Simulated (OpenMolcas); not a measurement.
# A workflow on CH8BN (SMILES [BH3-][NH2+]C)

Wanted: the energy (HF/ANO-R0), then the energy (CASSCF(2,2)/ANO-R1), then the energy along one coordinate (CASPT2(2,2)/ANO-R1), then the energy along one coordinate (SC-NEVPT2(2,2)/ANO-R1), then an energy scan (MC-PDFT[tPBE](2,2)/ANO-R1) of CH8BN. 

The calculation is run with OpenMolcas 26.06.

## (1) The system as given

CH8BN: 11 atoms, total charge 0, spin state singlet. As SMILES, `[BH3-][NH2+]C`. The shape is that of a PBE0-D4/def2-TZVP optimisation.

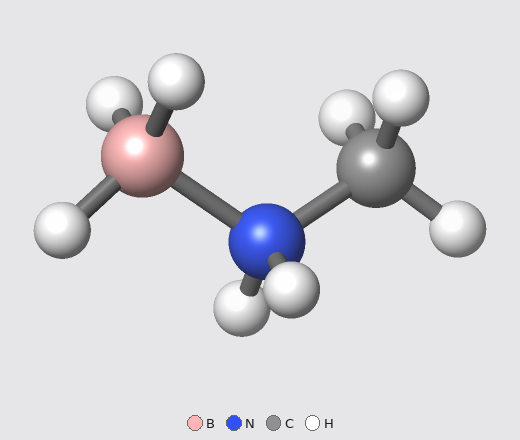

Viewed from a chosen angle; boron pink, nitrogen blue, carbon grey, hydrogen white.

## (2) A single-point energy at HF/ANO-R0 (sfX2C) (run 1)

File input.xyz:

```xyz
11

B     -0.828400     1.032000    -0.205100
N     -0.349500    -0.497500     0.070800
C      1.107800    -0.661100     0.155200
H     -2.040900     0.991000    -0.245400
H     -0.325100     1.341700    -1.265700
H     -0.402900     1.677500     0.731200
H     -0.783500    -0.815200     0.932300
H     -0.721000    -1.084700    -0.669900
H      1.475700    -0.024100     0.957600
H      1.543500    -0.317100    -0.781300
H      1.389800    -1.699400     0.341100
```

File step1.input:

```
&GATEWAY
COORD=input.xyz
BASIS=ANO-R0
GROUP=NoSym
&SEWARD
&SCF
PRORBITALS=0
&LOCALISATION
OCCUPIED
FREEZE
PIPEK-MEZEY
&LOCALISATION
FILEORB=$Project.LocOrb
VIRTUAL
PIPEK-MEZEY
```

The run is started by

```bash
$ export MOLCAS_MEM=1860
$ pymolcas step1.input > step1.log
```

The program printed:

```text
--- Start Module: gateway ---
[...]
--- Stop Module: gateway /rc=_RC_ALL_IS_WELL_ ---
[...]
      Basis functions           23
[...]
       Convergence after  10 Iterations
[...]
::    Total SCF energy                               -121.0184948903
[...]
      Total spin, S                                     0.0000000000
[...]
      Total electronic charge=   26.000000
      Total            charge=   -0.000000
[...]
      Dipole Moment (debye):
      Origin of the operator (angstrom)=   -0.0130   -0.0769    0.0132
                   X=  2.0618E+00               Y= -6.8085E+00               Z=  1.2252E+00           Total=  7.2186E+00
      Quadrupole Moment (debye*angstrom):
[...]
--- Start Module: localisation ---
[...]
--- Stop Module: localisation /rc=_RC_ALL_IS_WELL_ ---
--- Start Module: localisation ---
[...]
--- Stop Module: localisation /rc=_RC_ALL_IS_WELL_ ---
[...]
```

Wall time 1.9 s (1 thread of Intel Xeon 6975P-C (Granite Rapids), shared host); peak memory 0.38 GiB.

## (3) A single-point energy at CASSCF(2,2)/ANO-R1 (sfX2C, RICD fitting) (run 2)

input.xyz is that of step 2.

File step2.inp:

```
&GATEWAY
  Coord=input.xyz
  Basis=ANO-R0
  Group=NoSym

&SEWARD

&RASSCF
  FileOrb=$CurrDir/step1.LocOrb
  Alter=2
  1 5 13
  1 14 19
  Spin=1
  Nactel=2 0 0
  Inactive=12
  Ras2=2
  OrbListing=Nothing
>>> COPY $Project.RunFile RUNFIL1
>>> COPY $Project.RasOrb INPORB

&GATEWAY
  Coord=input.xyz
  Basis=ANO-R1
  Group=NoSym
  RICD

&SEWARD
>>> COPY $Project.RunFile RUNFIL2

&EXPBAS

&RASSCF
  FileOrb=$Project.ExpOrb
  Spin=1
  Nactel=2 0 0
  Inactive=12
  Ras2=2
  OrbListing=Nothing
```

The run is started by

```bash
$ export MOLCAS_MEM=1860
$ pymolcas step2.inp > step2.log
```

The program printed:

```text
--- Start Module: gateway ---
[...]
      Basis functions           23
[...]
      Number of active orbitals                  2
[...]
      Spin quantum number                      0.0
[...]
      Active orbitals                            2
[...]
      Number of CSFs                             3
[...]
      Number of root(s) required                 1
[...]
      Convergence after 12 iterations
[...]
      printout of CI-coefficients larger than  0.05 for root  1
      energy=    -121.029302
      conf/sym  11     Coeff  Weight
             1  20   0.99578 0.99157
             3  02  -0.09183 0.00843
      Natural orbitals and occupation numbers for root  1
      sym 1:   1.983136   0.016864
      ************************************************************************************************************************
      *                                                    Final results                                                     *
[...]
::    RASSCF root number  1 Total energy:   -121.02930236
[...]
      Basis functions           82
[...]
      Convergence after 13 iterations
[...]
      Natural orbitals and occupation numbers for root  1
      sym 1:   1.983004   0.016996
      ************************************************************************************************************************
      *                                                    Final results                                                     *
[...]
::    RASSCF root number  1 Total energy:   -121.75296754
[...]
      Total electronic charge=   26.000000
      Total            charge=   -0.000000
[...]
      Dipole Moment (debye):
      Origin of the operator (angstrom)=   -0.0130   -0.0769    0.0132
                   X=  1.8834E+00               Y= -5.1394E+00               Z=  9.2338E-01           Total=  5.5510E+00
      Quadrupole Moment (debye*angstrom):
[...]
```

Wall time 5.4 s (1 thread of Intel Xeon 6975P-C (Granite Rapids), shared host); peak memory 0.38 GiB.

## (4) The energy along one coordinate at CASPT2(2,2)/ANO-R1 (sfX2C, RICD fitting, ipea shift 0.25 Eh, pt2 variant SS) (run 3)

File step3.input:

```
>>> COPY $CurrDir/step2.RasOrb $Project.RasOrb
>>> ForEach K in (1, 2, 3, 4, 5, 6, 7, 8, 9)

&GATEWAY
  Coord=$CurrDir/point$K.xyz
  Basis=ANO-R1
  Group=NoSym
  RICD

&SEWARD

&RASSCF
  FileOrb=$Project.RasOrb
  Spin=1
  Nactel=2 0 0
  Inactive=12
  Ras2=2
  OrbListing=Nothing

&CASPT2
  Imaginary=0.2
  Frozen=3
>>> EndDo
```

The run is started by

```bash
$ export MOLCAS_MEM=1860
$ pymolcas step3.input > step3.log
```

The program printed:

```text
[...]
      Basis functions           82
[...]
      Number of active orbitals                  2
[...]
      Spin quantum number                      0.0
[...]
      Active orbitals                            2
[...]
      Number of CSFs                             3
[...]
      Number of root(s) required                 1
[...]
      Convergence after  9 iterations
[...]
      printout of CI-coefficients larger than  0.05 for root  1
      energy=    -121.741660
      conf/sym  11     Coeff  Weight
             1  20   0.99704 0.99409
             3  02  -0.07686 0.00591
      Natural orbitals and occupation numbers for root  1
      sym 1:   1.988185   0.011815
      ************************************************************************************************************************
      *                                                    Final results                                                     *
[...]
::    RASSCF root number  1 Total energy:   -121.74165979
[...]
::    CASPT2 Root  1     Total energy:   -122.17678740
[...]
      Convergence after  9 iterations
[...]
      Natural orbitals and occupation numbers for root  1
      sym 1:   1.982979   0.017021
      ************************************************************************************************************************
      *                                                    Final results                                                     *
[...]
      Convergence after 10 iterations
[...]
      Convergence after  9 iterations
[...]
      Convergence after  9 iterations
[...]
::    RASSCF root number  1 Total energy:   -121.59493372
[...]
::    CASPT2 Root  1     Total energy:   -122.01731647
[...]
      Convergence after  8 iterations
[...]
::    RASSCF root number  1 Total energy:   -121.58551934
[...]
      Reference weight:           0.87587
[...]
::    CASPT2 Root  1     Total energy:   -122.00555648
[...]
```

Wall time 32 s (1 thread of Intel Xeon 6975P-C (Granite Rapids), shared host); peak memory 0.083 GiB.

The scan, from its lowest point:

| H9–C3 (Å) | energy (kJ/mol) |
| --- | --- |
| 0.980 | 28.0 |
| 1.089 | 0.0 |
| 1.197 | 13.5 |
| 1.361 | 71.3 |
| 1.578 | 168.7 |
| 1.851 | 281.5 |
| 2.177 | 378.5 |
| 2.613 | 446.7 |
| 3.266 | 477.6 |

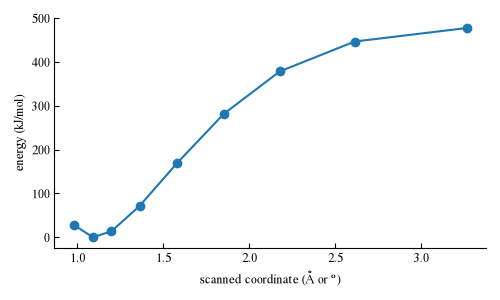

Energy along the scan.

## (5) An energy scan at SC-NEVPT2(2,2)/ANO-R1 (sfX2C, RICD fitting, pt2 variant SC-NEVPT2) (run 4)

File step4.inp:

```
>>> EXPORT MOLCAS_PRINT=2
>>> COPY $CurrDir/step2.RasOrb $Project.RasOrb
>>> ForEach K in (1, 2, 3, 4, 5, 6, 7, 8, 9)
&gateway
coord=$CurrDir/point$K.xyz
basis=ANO-R1
group=NoSym
ricd
&seward
&rasscf
fileorb=$Project.RasOrb
spin=1
nactel=2 0 0
inactive=12
ras2=2
orblisting=Nothing
&caspt2
sc-nevpt2
frozen=3
>>> EndDo
```

The run is started by

```bash
$ export MOLCAS_MEM=1860
$ pymolcas step4.inp > step4.log
```

The program printed:

```text
--- Start Module: gateway ---
[...]
      Basis functions           82
[...]
      Number of active orbitals                  2
[...]
      Spin quantum number                      0.0
[...]
      Active orbitals                            2
[...]
      Number of CSFs                             3
[...]
      Number of root(s) required                 1
[...]
      Convergence after  9 iterations
[...]
      printout of CI-coefficients larger than  0.05 for root  1
      energy=    -121.741660
      conf/sym  11     Coeff  Weight
             1  20   0.99704 0.99409
             3  02  -0.07686 0.00591
      Natural orbitals and occupation numbers for root  1
      sym 1:   1.988185   0.011815
      ************************************************************************************************************************
      *                                                    Final results                                                     *
[...]
::    RASSCF root number  1 Total energy:   -121.74165979
[...]
::    SC-NEVPT2 Root  1     Total energy:   -122.17349716
[...]
      Convergence after  9 iterations
[...]
      Natural orbitals and occupation numbers for root  1
      sym 1:   1.982979   0.017021
      ************************************************************************************************************************
      *                                                    Final results                                                     *
[...]
      Convergence after 10 iterations
[...]
      Convergence after  9 iterations
[...]
      Convergence after  9 iterations
[...]
::    RASSCF root number  1 Total energy:   -121.59493372
[...]
::    SC-NEVPT2 Root  1     Total energy:   -122.01444694
[...]
      Convergence after  8 iterations
[...]
::    RASSCF root number  1 Total energy:   -121.58551934
[...]
::    SC-NEVPT2 Root  1     Total energy:   -122.00297897
[...]
```

Wall time 31 s (1 thread of Intel Xeon 6975P-C (Granite Rapids), shared host); peak memory 0.083 GiB.

The scan, from its lowest point:

| H9–C3 (Å) | energy (kJ/mol) |
| --- | --- |
| 0.980 | 29.0 |
| 1.089 | 0.0 |
| 1.197 | 12.6 |
| 1.361 | 69.3 |
| 1.578 | 166.1 |
| 1.851 | 279.5 |
| 2.177 | 377.8 |
| 2.613 | 446.6 |
| 3.266 | 476.7 |

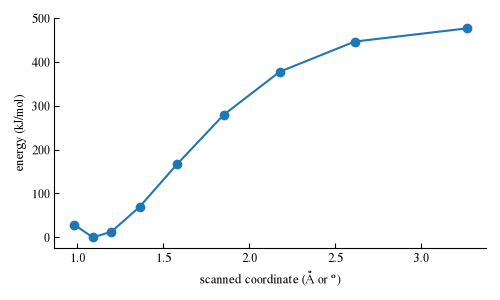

Energy along the scan.

## (6) An energy scan at MC-PDFT[tPBE](2,2)/ANO-R1 (sfX2C, RICD fitting) (run 5)

File step5.inp:

```
>>> COPY $CurrDir/step2.RasOrb $Project.RasOrb
>>> ForEach K in (1, 2, 3, 4, 5, 6, 7, 8, 9)

&gateway
 coord=$CurrDir/point$K.xyz
 basis=ANO-R1
 group=NoSym
 ricd

&seward

&rasscf
 fileorb=$Project.RasOrb
 spin=1
 nactel=2 0 0
 inactive=12
 ras2=2
 orblisting=Nothing

&mcpdft
 ksdft=T:PBE
>>> EndDo
```

The run is started by

```bash
$ export MOLCAS_MEM=1860
$ pymolcas step5.inp > step5.log
```

The program printed:

```text
--- Start Module: gateway ---
[...]
      Basis functions           82
[...]
      Number of active orbitals                  2
[...]
      Spin quantum number                      0.0
[...]
      Active orbitals                            2
[...]
      Number of CSFs                             3
[...]
      Number of root(s) required                 1
[...]
      Convergence after  9 iterations
[...]
      printout of CI-coefficients larger than  0.05 for root  1
      energy=    -121.741660
      conf/sym  11     Coeff  Weight
             1  20   0.99704 0.99409
             3  02  -0.07686 0.00591
      Natural orbitals and occupation numbers for root  1
      sym 1:   1.988185   0.011815
      ************************************************************************************************************************
      *                                                    Final results                                                     *
[...]
::    RASSCF root number  1 Total energy:   -121.74165979
[...]
::    MCPDFT root number  1 Total energy:   -122.39017453
[...]
      Convergence after  9 iterations
[...]
      Natural orbitals and occupation numbers for root  1
      sym 1:   1.982979   0.017021
      ************************************************************************************************************************
      *                                                    Final results                                                     *
[...]
      Convergence after 10 iterations
[...]
      Convergence after  9 iterations
[...]
      Convergence after  9 iterations
[...]
::    RASSCF root number  1 Total energy:   -121.59493372
[...]
::    MCPDFT root number  1 Total energy:   -122.22222827
[...]
      Convergence after  8 iterations
[...]
::    RASSCF root number  1 Total energy:   -121.58551934
[...]
::    MCPDFT root number  1 Total energy:   -122.20969251
[...]
```

It took 38 s on 1 thread of Intel Xeon 6975P-C (Granite Rapids), shared host; peak memory 0.083 GiB.

The scan, from its lowest point:

```
H9–C3 (Å)  energy (kJ/mol)
    0.980             28.3
    1.089              0.0
    1.197             12.9
    1.361             69.8
    1.578            167.8
    1.851            285.1
    2.177            391.3
    2.613            469.2
    3.266            502.1
```

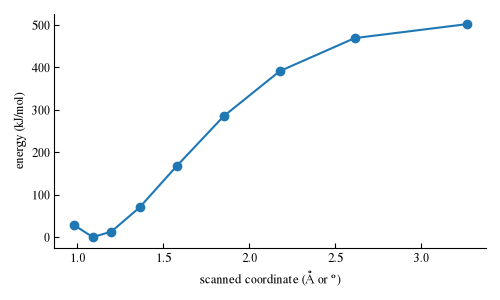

Energy along the scan.

## (7) What came out

| quantity | value |
| --- | --- |
| run 1, HF/ANO-R0: total energy | -121.01849 Eh |
| run 1, HF/ANO-R0: dipole moment | 7.22 D |
| run 1, HF/ANO-R0: HOMO energy | -12.58 eV |
| run 1, HF/ANO-R0: LUMO energy | 3.24 eV |
| run 1, HF/ANO-R0: HOMO–LUMO gap | 15.82 eV |
| run 2, CASSCF(2,2)/ANO-R1: total energy | -121.75297 Eh |
| run 2, CASSCF(2,2)/ANO-R1: dipole moment (CASSCF density) | 5.55 D |
| run 3, CASPT2(2,2)/ANO-R1: lowest energy of the scan | -122.18746 Eh |
| run 4, SC-NEVPT2(2,2)/ANO-R1: lowest energy of the scan | -122.18456 Eh |
| run 5, MC-PDFT[tPBE](2,2)/ANO-R1: lowest energy of the scan | -122.40094 Eh |

Mulliken charges (run 2, CASSCF(2,2)/ANO-R1) run from -0.33 on B1 to +0.22 on H8.
